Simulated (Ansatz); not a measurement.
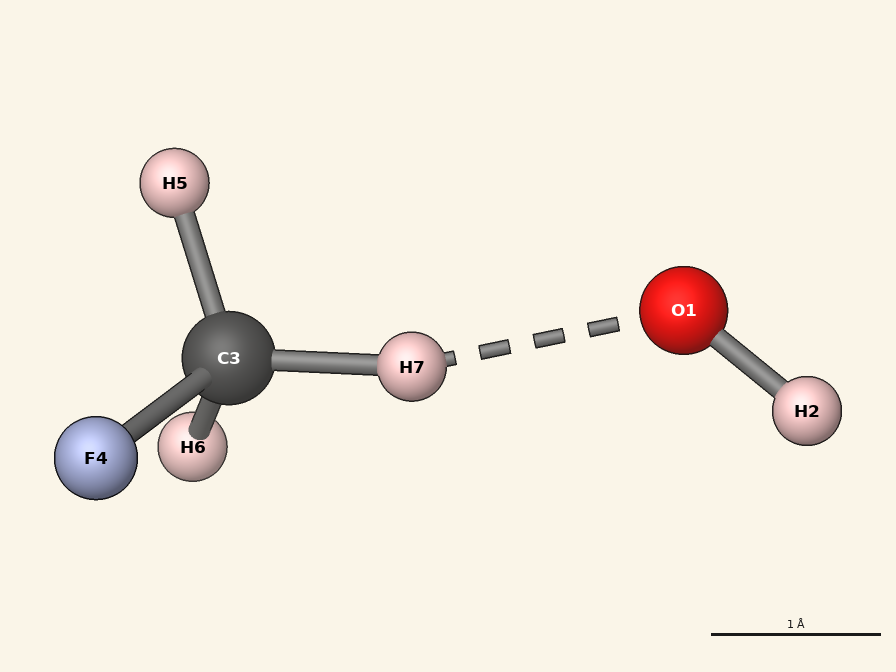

Two molecules or ions; the broken line marks their closest contact (measured against van der Waals radii). Charge −1, singlet. Geometry: a pair of rigid molecules at a changed separation. Program: Ansatz 0.2.0.

> Which two species are they?

HO and CH3F (`CF.[OH-]`).

> How long is the contact?

O1···H7 is 1.65 Å.

Give the counterpoise-corrected interaction energy (kJ/mol, monomers kept as in the pair) with RHF-CCSD(T) (frozen core)/def2-TZVPPD; B3LYP-D4/def2-TZVPPD; PBE0-D4/def2-TZVPPD; ωB97M-V/def2-TZVPPD.

```tsv
level	interaction energy (kJ/mol)
RHF-CCSD(T) (frozen core)/def2-TZVPPD	−47.4
B3LYP-D4/def2-TZVPPD	−52.9
PBE0-D4/def2-TZVPPD	−56.8
ωB97M-V/def2-TZVPPD	−52.3
```
